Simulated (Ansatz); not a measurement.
## SiO2 (P4_32_12): converging the G0W0 gap

Wanted: a G0W0 gap for SiO2 (P4_32_12) that is converged in bands and cutoff, or an estimate of the limit.

Program: Ansatz 0.2.0. Level of theory: G0W0 on LDA, plane waves, PAW; PAW set soft_1. Results are calculated unless marked as measured.

### 1. The structure

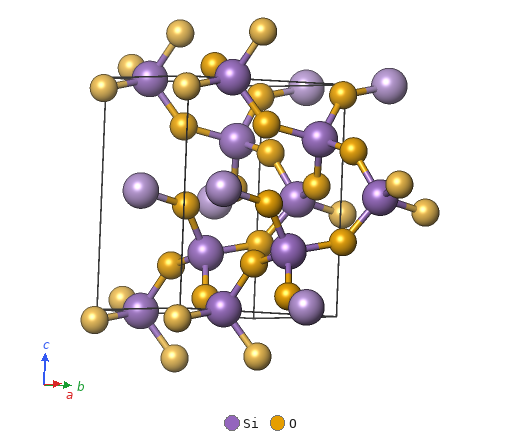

The starting structure, seen slightly off an axis (silicon purple, oxygen orange). 2×1×1 cells are drawn. Some periodic images of atoms are drawn too.

The cell and positions come from the Crystallography Open Database and are kept as given unless a step says otherwise.

### 2. 141 empty bands, screening to 54 eV

Now the one-shot GW correction: screening in the RPA, then the self-energy of the levels asked for. This step takes PAW set soft_1 files.

input.yaml reads:

```yaml
crystal:
  lattice:
    - [4.9329, 0.0, 0.0]
    - [0.0, 4.9329, 0.0]
    - [0.0, 0.0, 6.4645]
  atoms:
    - { symbol: Si, position: [0.817705, 0.817705, 0.5] }
    - { symbol: Si, position: [0.682295, 0.317705, 0.25] }
    - { symbol: Si, position: [0.182295, 0.182295, 0.0] }
    - { symbol: Si, position: [0.317705, 0.682295, 0.75] }
    - { symbol: O, position: [0.26834, 0.36457, 0.80193] }
    - { symbol: O, position: [0.13543, 0.76834, 0.55193] }
    - { symbol: O, position: [0.73166, 0.63543, 0.30193] }
    - { symbol: O, position: [0.86457, 0.23166, 0.05193] }
    - { symbol: O, position: [0.76834, 0.13543, 0.44807] }
    - { symbol: O, position: [0.63543, 0.73166, 0.69807] }
    - { symbol: O, position: [0.23166, 0.86457, 0.94807] }
    - { symbol: O, position: [0.36457, 0.26834, 0.19807] }
kpoints:
  mp_grid: { grid: [4, 4, 2] }
hamiltonian:
  xc: lda
  pseudopotentials: { kind: paw, azcp: { folder: soft_1 }, xc_functional: pbe }
scf:
  occupations: { method: fixed }
gw:
  n_empty_bands: 141
  ecut_chi: 54
  qp_bands: [v4, c4]
  qp_kpoints: band_edges
  screening: { model: contour_deformation }
```

Command:

```bash
ansatz run input.yaml --threads 3 --pin off --max-ram 92160MiB --backend cuda --events-out ev --progress --plain --runs-dir out --devices 1 --max-vram 13GiB
```

Numbers of over 12 decimals in the logs are rounded to 6 here.

The program printed:

```text
GPUs: using 1 of 1 available (devices: 1).
Engine: ansatz 0.2.0, x86_64-unknown-linux-gnu
Pseudopotentials: kind: paw
Pseudopotential: Si, paw, valence charge 4, recommended cutoff 420 eV (normal), soft_1/Si.paw.azcp
Pseudopotential: O, paw, valence charge 6, recommended cutoff 420 eV (normal), soft_1/O.paw.azcp
Functional definition: SPW92
  exchange = slater_x
  correlation = pw_c
device memory: the entry about to start is reckoned to put 2.3 GiB on a device that reports 57.6 GiB free (of which the cap on the GPU budget leaves the run 13.0 GiB)
GPU FFT provider: cuFFT
GPU libraries: cuBLAS 13.8.2, cuFFT 12.4.0, cuSOLVER 12.3.4
Crystal: 12 atoms, lattice volume = 157.304 Å³
Basis set: ecut = 420 eV, 3097 PW (Γ)
Bands: 44, of which v1, the nominal top of the filled ones, is band 32 counted from 1 (31 counted from 0)
Symmetry: 8 space group operations
Space group: P43212 (ITA 96), of the structure as read, at distance tolerance 5.4e-5 Å
k-points: 12 of 32
Non-local potential: Si, projectors of the file, l = 0: 2, l = 1: 2, l = 2: 1
Non-local potential: O, projectors of the file, l = 0: 2, l = 1: 2, l = 2: 1
PAW form: soft (Blöchl's): semilocal exchange-correlation on the pseudo side does not see the compensation charge
PAW frozen core: Si, regenerated for the run's functional, and the local potential with it (the file was generated under x = pbe(κ = 0.804, μ = 0.219515), c = pbe(β = 0.066725))
PAW frozen core: O, regenerated for the run's functional, and the local potential with it (the file was generated under x = pbe(κ = 0.804, μ = 0.219515), c = pbe(β = 0.066725))
PAW one-centre angular grid: Si, 110 points (default); XC on 64 Gauss nodes
PAW one-centre angular grid: O, 110 points (default); XC on 64 Gauss nodes
Initial density: superposition of atomic densities (chi_scale 0.1, normalization cell, long waves kept (reshape's long-wave potential 0.01 eV rms))
Initial wavefunctions: pseudopotential atomic-orbital guess
GPU buffer pool allocated for 58320 grid points (all kernels)
GPU transforms: local potential and band sums: pruned to the plane-wave sphere, on 36×36×45
Functional: x = slater, c = lda
SCF iter   1: F=—  HF=-6896.770291 eV  |F-HF|=—  |Δ(HF+E_count)|=         —  Δρ=1.21e-1  dr2=2.05e1  ethr=3.10e-3  ⟨swp⟩=4.6  Hψ=2141  notcnv=0  defer=106
preconditioner: auto → Resta (q_TF=auto, 2.349 Å⁻¹)  ε∞=2.8  [insulator: Δε(μ)=6.942 eV  Ē_g=17.744 eV  n_scr=36 (ndim 8)  ℏωp=23.7 eV  f_vac=0.038  ε∞_Penn≈2.8]
SCF iter   2: F=—  HF=-6891.007446 eV  |F-HF|=—  |Δ(HF+E_count)|=    5.76e0  Δρ=4.23e-2  dr2=1.15e0  ethr=3.10e-3  ⟨swp⟩=3.5  Hψ=1258  notcnv=0  defer=105
SCF iter   3: F=—  HF=-6890.757626 eV  |F-HF|=—  |Δ(HF+E_count)|=   2.50e-1  Δρ=2.00e-2  dr2=3.57e-1  ethr=1.80e-3  ⟨swp⟩=2.0  Hψ=489  notcnv=0  defer=114
SCF iter   4: F=—  HF=-6890.678483 eV  |F-HF|=—  |Δ(HF+E_count)|=   7.91e-2  Δρ=1.41e-3  dr2=2.16e-3  ethr=5.59e-4  ⟨swp⟩=3.2  Hψ=859  notcnv=0  defer=116
SCF iter   5: F=—  HF=-6890.679903 eV  |F-HF|=—  |Δ(HF+E_count)|=   1.42e-3  Δρ=1.96e-4  dr2=1.14e-4  ethr=3.37e-6  ⟨swp⟩=2.2  Hψ=803  notcnv=0  defer=116
SCF iter   6: F=—  HF=-6890.679918 eV  |F-HF|=—  |Δ(HF+E_count)|=   1.54e-5  Δρ=5.52e-5  dr2=7.45e-6  ethr=1.78e-7  ⟨swp⟩=2.9  Hψ=827  notcnv=0  defer=116
SCF iter   7: F=—  HF=-6890.679919 eV  |F-HF|=—  |Δ(HF+E_count)|=   1.04e-6  Δρ=8.07e-6  dr2=1.61e-7  ethr=1.16e-8  ⟨swp⟩=2.2  Hψ=854  notcnv=0  defer=108
SCF iter   8: F=-6890.679919 eV  HF=-6890.679919 eV  |F-HF|=2.53e-9  |Δ(HF+E_count)|=   5.65e-8  Δρ=1.79e-6  dr2=4.60e-9  ethr=1.56e-10  ⟨swp⟩=13.3  Hψ=2577  notcnv=0
SCF 1 converged in 8 iterations: F = -6890.679919 eV  dr2 = 4.60e-9
  greatest PAW one-centre occupation: 0.855 electrons in one spin orbital (limit 2), on the O atom at site 11 (counted from 0), in its partial waves of l = 0
device memory: the entry about to start is reckoned to put 2.9 GiB (of the 3.0 GiB reckoned in all, the device holds 0.1 GiB already) on a device that reports 58.1 GiB free (of which the cap on the GPU budget leaves the run 13.0 GiB)
NSCF: frozen V_eff on 12 k-points
the band table was solved once the SCF had ended and its energy, with any forces and stress, was formed, with the checks that follow a solve (2335 applications of the Hamiltonian). They found nothing against the state; the energy, forces and stress were not computed again (output.eigenvalues in the input reference)
device memory: the entry about to start is reckoned to put 4.4 GiB on a device that reports 58.2 GiB free (of which the cap on the GPU budget leaves the run 13.0 GiB)
NSCF: frozen V_eff on 12 k-points
G₀W₀ screening: q 1/12
[... further progress lines ...]
SCF converged after 8 iterations
Free energy (F): -6890.679919 eV
Harris-Foulkes:  -6890.679919 eV  (|F-HF|=2.53e-9)
Internal energy: -6890.679919 eV  (E = F + TS)
E sigma→0 (E₀):  -6890.679919 eV
Fermi energy:    1.864915 eV
--- Per-component energies (eV) ---
  E_band       = -319.506535
  E_kinetic    = 1543.702937
  E_local      = -4055.782201  (includes V_loc(G=0)·N_el)
  E_nonlocal   = 527.814358
  E_hartree    = 1480.253700
  E_xc         = -789.861394
  E_vxc        = -920.189812  (∫ρ·V_xc dr)
  E_paw        = -3163.614322  (= ΣΔE_a)
  E_vpaw       = -375.567467  (= ΣTr[D̂ρ^β])
  E_aug_tail   = 0.006853  (compensation charges beyond the density's cutoff)
  E_ewald      = -2434.312545
  E_core_change = 1.112695  (= ΣΔE_core)
  E_smearing   = -0.000000  (= −TS)
  E_closure    = 0.000000  (closes the sum)
  Σ components = -6890.679919   (vs F -6890.679919, Δ=0.00e0)
--- Band table (eV; the first three rows and the last of 12) ---
  k-point 0: bands = [... 28 lower, 1.0212, 1.3943, 1.3943, 1.8649, 7.3450, 10.3793, 10.3793, 11.0016, ... 8 higher]
  k-point 1: bands = [... 28 lower, 1.1362, 1.1362, 1.4453, 1.4453, 8.7514, 8.7514, 10.7765, 10.7765, ... 8 higher]
  k-point 2: bands = [... 28 lower, 0.9199, 1.3051, 1.3273, 1.6950, 8.0317, 10.5255, 10.5266, 10.7721, ... 8 higher]
  k-point 11: bands = [... 28 lower, 1.3601, 1.3601, 1.3601, 1.3601, 10.6760, 10.6760, 10.6760, 10.6760, ... 8 higher]
--- G₀W₀: contour deformation, 5 samples at zero and on the imaginary axis and 2 off it, 32 q-points, 141 empty bands' worth ---
  eigenvalues of the whole cell's RPA ε∞ on this k-mesh (on a slab, of 1 + 4πα/V) = 2.3450, 2.4094, 2.4094; static W/v taken at q = 0 is 0.420636
  bands read: the sum over 173 bands ends inside a degenerate multiplet in 9 slots, whose members it reads at an even weight; the widest, k=11: bands 173 to 176 (counted from 1) at 1/4 each
  gw.qp_kpoints: band_edges: 11 of 12 stored k-points solved, in 1 pass; an edge of the gap read off the rows below is read off those points alone
    valence top: of the k-points left out ik 8 came nearest to being solved in a further pass, in band 32 (counted from 1, as in the quasiparticle table): it holds the edge there only if its correction is more favourable than any solved in that band by at least 0.522 eV; those differ by 0.077 eV
    conduction bottom: of the k-points left out ik 8 came nearest to being solved in a further pass, in band 33 (counted from 1, as in the quasiparticle table): it holds the edge there only if its correction is more favourable than any solved in that band by at least 2.448 eV; those differ by 0.655 eV
    ik  band        ε_KS         Σx   Σc(E_QP)       V_xc       Z   E_QP_lin       E_QP  E_QP is
     0    29      1.0212   -26.4456     4.5284   -20.5834  0.8110    -0.3283    -0.3126  root
     0    30      1.3943   -26.7510     4.5431   -20.9059  0.8111     0.0776     0.0923  root
     0    31      1.3943   -26.7510     4.5431   -20.9059  0.8111     0.0776     0.0923  root
     0    32      1.8649   -26.7181     4.4849   -20.9828  0.8129     0.6013     0.6145  root
     0    33      7.3450    -7.8905    -3.3824   -12.8979  0.8688     8.9847     8.9700  root
     0    34     10.3793    -6.3174    -3.7688   -12.2218  0.8604    12.5459    12.5147  root
     0    35     10.3793    -6.3174    -3.7688   -12.2218  0.8604    12.5459    12.5147  root
     0    36     11.0016    -6.0269    -3.7664   -12.0065  0.8613    13.2484    13.2147  root
     1    29      1.1362   -26.3311     4.5239   -20.4612  0.8109    -0.2258    -0.2098  root
     1    30      1.1362   -26.3311     4.5239   -20.4612  0.8109    -0.2258    -0.2098  root
     1    31      1.4453   -26.3183     4.5062   -20.4921  0.8114     0.1101     0.1253  root
     1    32      1.4453   -26.3183     4.5062   -20.4921  0.8114     0.1101     0.1253  root
     1    33      8.7514    -8.8963    -3.3988   -14.1958  0.8601    10.6743    10.6520  root
     1    34      8.7514    -8.8963    -3.3988   -14.1958  0.8601    10.6743    10.6520  root
     1    35     10.7765    -5.9516    -3.7952   -11.9298  0.8604    12.9922    12.9595  root
     1    36     10.7765    -5.9516    -3.7952   -11.9298  0.8604    12.9922    12.9595  root
     2    29      0.9199   -26.2731     4.5414   -20.3616  0.8100    -0.4671    -0.4502  root
     2    30      1.3051   -26.6494     4.5425   -20.7991  0.8109    -0.0176    -0.0026  root
     2    31      1.3273   -26.6342     4.5404   -20.7793  0.8110    -0.0024     0.0127  root
     2    32      1.6950   -26.4881     4.4721   -20.7381  0.8125     0.4032     0.4171  root
     2    33      8.0317    -8.2896    -3.3628   -13.3909  0.8650     9.7878     9.7701  root
     2    34     10.5255    -6.4987    -3.6963   -12.3106  0.8598    12.6719    12.6411  root
     2    35     10.5266    -6.4290    -3.7484   -12.3215  0.8594    12.7024    12.6706  root
     2    36     10.7721    -7.7760    -3.8000   -13.8838  0.8565    13.1171    13.0799  root
[...]
11    29      1.3601   -26.4664     4.5088   -20.6572  0.8110     0.0450     0.0598  root
    11    30      1.3601   -26.4664     4.5088   -20.6572  0.8110     0.0450     0.0598  root
    11    31      1.3601   -26.4664     4.5088   -20.6572  0.8110     0.0450     0.0598  root
    11    32      1.3601   -26.4664     4.5088   -20.6572  0.8110     0.0450     0.0598  root
    11    33     10.6760    -8.3046    -3.7072   -14.2336  0.8527    12.9340    12.8978  root
    11    34     10.6760    -8.3046    -3.7072   -14.2336  0.8527    12.9340    12.8978  root
    11    35     10.6760    -8.3046    -3.7072   -14.2336  0.8527    12.9340    12.8978  root
    11    36     10.6760    -8.3046    -3.7072   -14.2336  0.8527    12.9340    12.8978  root
```

Elapsed: 11 s, on 1 × NVIDIA H100 80GB HBM3 (shared by 6 runs) with 3 threads of AMD EPYC 7R13 (Zen 3), shared host; peak memory 1.2 GiB.

Reading the cycles: dr2 is the Hartree energy of the density residual (eV), the measure of convergence; HF is the Harris–Foulkes estimate of the energy, which meets the free energy F at convergence.

Numbers from this step:

```yaml
bands_summed: 173
rpa_eps_infinity_on_this_mesh_eigenvalues: 2.345, 2.409, 2.409
plane_waves_in_the_screening_matrix: 135
q_points_in_the_mesh: 32
g0w0_gap_on_the_mesh: 8.355 eV
k_of_the_valence_top: 0, 0, 0
k_of_the_conduction_bottom: 0, 0, 0
starting_gap_on_the_mesh: 5.480 eV
z_at_the_valence_top: 0.8129
z_at_the_conduction_bottom: 0.8688
least_direct_g0w0_gap_on_the_computed_points: 8.355 eV
```

The gap on the mesh goes from 5.48 eV to 8.36 eV, a correction of +2.88 eV. Between the two edge states, bare exchange in place of the xc potential would open the gap by 10.74 eV, and correlation takes back 7.87 eV.

### 3. 400 empty bands, screening to 108 eV

Another rung: the empty bands reach about as high as the screening cutoff, so the two stay in balance.

Edit input.yaml of step 2 so:

```diff
@@ -26,4 +26,4 @@
 gw:
-  n_empty_bands: 141
-  ecut_chi: 54
+  n_empty_bands: 400
+  ecut_chi: 108
   qp_bands: [v4, c4]
```

The program printed:

```text
GPUs: using 1 of 1 available (devices: 1).
[...]
GPU FFT provider: cuFFT
GPU libraries: cuBLAS 13.8.2, cuFFT 12.4.0, cuSOLVER 12.3.4
Crystal: 12 atoms, lattice volume = 157.304 Å³
Basis set: ecut = 420 eV, 3097 PW (Γ)
Bands: 44, of which v1, the nominal top of the filled ones, is band 32 counted from 1 (31 counted from 0)
Symmetry: 8 space group operations
[...]
k-points: 12 of 32
[...]
GPU buffer pool allocated for 58320 grid points (all kernels)
[...]
SCF iter   1: F=—  HF=-6896.770291 eV  |F-HF|=—  |Δ(HF+E_count)|=         —  Δρ=1.21e-1  dr2=2.05e1  ethr=3.10e-3  ⟨swp⟩=4.6  Hψ=2141  notcnv=0  defer=106
[...]
SCF iter   8: F=-6890.679919 eV  HF=-6890.679919 eV  |F-HF|=2.53e-9  |Δ(HF+E_count)|=   5.65e-8  Δρ=1.79e-6  dr2=4.60e-9  ethr=1.56e-10  ⟨swp⟩=13.3  Hψ=2577  notcnv=0
SCF 1 converged in 8 iterations: F = -6890.679919 eV  dr2 = 4.60e-9
[...]
NSCF: frozen V_eff on 12 k-points
[...]
G₀W₀ screening: q 1/12
[... further progress lines ...]
SCF converged after 8 iterations
Free energy (F): -6890.679919 eV
[...]
Internal energy: -6890.679919 eV  (E = F + TS)
E sigma→0 (E₀):  -6890.679919 eV
Fermi energy:    1.864915 eV
[...]
--- Band table (eV; the first three rows and the last of 12) ---
  k-point 0: bands = [... 28 lower, 1.0212, 1.3943, 1.3943, 1.8649, 7.3450, 10.3793, 10.3793, 11.0016, ... 8 higher]
  k-point 1: bands = [... 28 lower, 1.1362, 1.1362, 1.4453, 1.4453, 8.7514, 8.7514, 10.7765, 10.7765, ... 8 higher]
  k-point 2: bands = [... 28 lower, 0.9199, 1.3051, 1.3273, 1.6950, 8.0317, 10.5255, 10.5266, 10.7721, ... 8 higher]
  k-point 11: bands = [... 28 lower, 1.3601, 1.3601, 1.3601, 1.3601, 10.6760, 10.6760, 10.6760, 10.6760, ... 8 higher]
[...]
0    29      1.0212   -26.4456     4.3084   -20.5834  0.8030    -0.5537    -0.5327  root
     0    30      1.3943   -26.7510     4.3279   -20.9059  0.8027    -0.1426    -0.1229  root
     0    31      1.3943   -26.7510     4.3279   -20.9059  0.8027    -0.1426    -0.1229  root
     0    32      1.8649   -26.7181     4.2683   -20.9828  0.8039     0.3801     0.3979  root
     0    33      7.3450    -7.8905    -3.4585   -12.8979  0.8640     8.9066     8.8938  root
     0    34     10.3793    -6.3174    -4.0285   -12.2218  0.8568    12.2784    12.2551  root
     0    35     10.3793    -6.3174    -4.0285   -12.2218  0.8568    12.2784    12.2551  root
     0    36     11.0016    -6.0269    -4.0452   -12.0065  0.8578    12.9611    12.9360  root
[...]
11    33     10.6760    -8.3046    -3.9358   -14.2336  0.8474    12.6973    12.6692  root
    11    34     10.6760    -8.3046    -3.9358   -14.2336  0.8474    12.6973    12.6692  root
    11    35     10.6760    -8.3046    -3.9358   -14.2336  0.8474    12.6973    12.6692  root
    11    36     10.6760    -8.3046    -3.9358   -14.2336  0.8474    12.6973    12.6692  root
```

Run time: 24 s. Hardware: 1 × NVIDIA H100 80GB HBM3 (shared by 6 runs) with 3 threads; peak memory 1.7 GiB.

Numbers from this step:

```yaml
bands_summed: 432
rpa_eps_infinity_on_this_mesh_eigenvalues: 2.335, 2.402, 2.402
plane_waves_in_the_screening_matrix: 387
q_points_in_the_mesh: 32
g0w0_gap_on_the_mesh: 8.496 eV
k_of_the_valence_top: 0, 0, 0
k_of_the_conduction_bottom: 0, 0, 0
starting_gap_on_the_mesh: 5.480 eV
z_at_the_valence_top: 0.8039
z_at_the_conduction_bottom: 0.8640
least_direct_g0w0_gap_on_the_computed_points: 8.496 eV
```

Against the run with 4×4×2 mesh, 141 empty bands, screening to 54 eV, PAW set soft_1 files, the gap moves by +0.14 eV.

### 4. 862 empty bands, screening to 180 eV

Edit input.yaml of step 3 so:

```diff
@@ -26,4 +26,4 @@
 gw:
-  n_empty_bands: 400
-  ecut_chi: 108
+  n_empty_bands: 862
+  ecut_chi: 180.0
   qp_bands: [v4, c4]
```

The program printed:

```text
GPUs: using 1 of 1 available (devices: 1).
[...]
GPU FFT provider: cuFFT
GPU libraries: cuBLAS 13.8.2, cuFFT 12.4.0, cuSOLVER 12.3.4
Crystal: 12 atoms, lattice volume = 157.304 Å³
Basis set: ecut = 420 eV, 3097 PW (Γ)
Bands: 44, of which v1, the nominal top of the filled ones, is band 32 counted from 1 (31 counted from 0)
Symmetry: 8 space group operations
[...]
k-points: 12 of 32
[...]
0    36     11.0016    -6.0269    -4.1448   -12.0065  0.8576    12.8585    12.8363  root
[...]
11    33     10.6760    -8.3046    -4.0560   -14.2336  0.8460    12.5732    12.5491  root
    11    34     10.6760    -8.3046    -4.0560   -14.2336  0.8460    12.5732    12.5491  root
    11    35     10.6760    -8.3046    -4.0560   -14.2336  0.8460    12.5732    12.5491  root
    11    36     10.6760    -8.3046    -4.0560   -14.2336  0.8460    12.5732    12.5491  root
[key lines of the parts left out:]
SCF converged after 8 iterations
Free energy (F): -6890.679919 eV
Fermi energy:    1.864915 eV
```

Wall time 75 s (1 × NVIDIA H100 80GB HBM3 (shared by 6 runs) with 3 threads); peak memory 3.2 GiB; 2.3 min of CPU time.

This step gave:

| Quantity | Value |
| --- | --- |
| bands summed | 894 |
| RPA ε∞ on this mesh (eigenvalues) | 2.321, 2.383, 2.383 |
| plane waves in the screening matrix | 855 |
| G0W0 gap on the mesh | 8.687 eV |
| k of the valence top | 0, 0, 0 |
| k of the conduction bottom | 0, 0, 0 |
| starting gap on the mesh | 5.480 eV |
| least direct G0W0 gap on the computed points | 8.687 eV |

Against the run with 4×4×2 mesh, 400 empty bands, screening to 108 eV, PAW set soft_1 files, the gap moves by +0.19 eV.

### 5. Changing the k mesh: 2×2×2 mesh, 400 empty bands, screening to 108 eV, PAW set soft_1 files

A second mesh at equal bands and cutoff isolates the sampling error. Bands and cutoff differ from the step before, so it is read against an earlier run that matches them.

Edit input.yaml of step 4 so:

```diff
@@ -19,3 +19,3 @@
 kpoints:
-  mp_grid: { grid: [4, 4, 2] }
+  mp_grid: { grid: [2, 2, 2] }
 hamiltonian:
@@ -26,4 +26,4 @@
 gw:
-  n_empty_bands: 862
-  ecut_chi: 180.0
+  n_empty_bands: 400
+  ecut_chi: 108
   qp_bands: [v4, c4]
```

The program printed:

```text
GPUs: using 1 of 1 available (devices: 1).
[...]
GPU FFT provider: cuFFT
GPU libraries: cuBLAS 13.8.2, cuFFT 12.4.0, cuSOLVER 12.3.4
Crystal: 12 atoms, lattice volume = 157.304 Å³
Basis set: ecut = 420 eV, 3097 PW (Γ)
Bands: 44, of which v1, the nominal top of the filled ones, is band 32 counted from 1 (31 counted from 0)
Symmetry: 8 space group operations
[...]
k-points: 6 of 8
[...]
0    36     11.0020    -5.9853    -4.0896   -12.0062  0.8562    12.9592    12.9332  root
[...]
5    33     10.6768    -8.2838    -3.9612   -14.2331  0.8464    12.6936    12.6650  root
     5    34     10.6768    -8.2838    -3.9612   -14.2331  0.8464    12.6936    12.6650  root
     5    35     10.6768    -8.2838    -3.9612   -14.2331  0.8464    12.6936    12.6650  root
     5    36     10.6768    -8.2838    -3.9612   -14.2331  0.8464    12.6936    12.6650  root
[key lines of the parts left out:]
SCF converged after 7 iterations
Free energy (F): -6890.668753 eV
Fermi energy:    1.866569 eV
```

Run time: 13 s. Hardware: 1 × NVIDIA H100 80GB HBM3 (shared by 6 runs) with 3 threads; peak memory 1.3 GiB.

This step gave:

| Item | Value |
| --- | --- |
| bands summed | 432 |
| RPA ε∞ on this mesh (eigenvalues) | 2.337, 2.422, 2.422 |
| plane waves in the screening matrix | 387 |
| G0W0 gap on the mesh | 8.516 eV |
| k of the valence top | 0, 0, 0 |
| k of the conduction bottom | 0, 0, 0 |
| starting gap on the mesh | 5.479 eV |
| least direct G0W0 gap on the computed points | 8.516 eV |

Against the run with 4×4×2 mesh, 400 empty bands, screening to 108 eV, PAW set soft_1 files, the gap moves by +0.02 eV.

(Part 1 of 2 ends here.)

[Paths, hosts, dates, memory and timing lines, banners, echoed tables and standing remarks are left out of the program output.]

[Logs are printed without paths, hosts, clocks, repeated set-up lines and the standing remarks that a program may print on its own settings, such as how far it seeks lower states.]

[Runs of the session that timed out or met a known fault of the program may be left out.]

[Cells called generated may have been cut or substituted from an entry of the Crystallography Open Database or the Materials Project.]

[Hosts, paths, dates, database ids (printed as entryN), source tags and the programs' standing remarks are cut or masked in the printed files.]
